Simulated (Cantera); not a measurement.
Input: 1 mol SiH4, 3.6 mol HCl, 22 mol H2, at 1.00 Torr.

Cantera equilibrium calculation (NASA polynomials, part measured and part estimated; ideal gas, pure solids and liquids). Candidate condensed phases: Si; 19 gas species. The tables' values for SiCl3, SiCl are old estimates; treat these amounts as uncertain. Gases not in the tables: Si2H6 and higher silanes. Rates play no part.

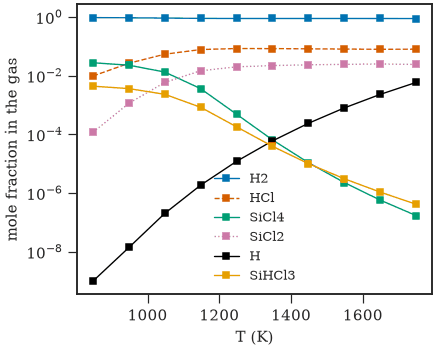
Figure: Equilibrium gas composition (values under 1e-9 drawn at 1e-9)

From 848 K to 1648 K the condensed part is Si(s). At 1748 K the condensed part is Si(l). The main Si-bearing gas is SiCl4 at 848 K and SiCl2 at 1748 K. The share of Si in condensed phases is highest at 1148 K (41.0 %) and lowest at 848 K (13.2 %).
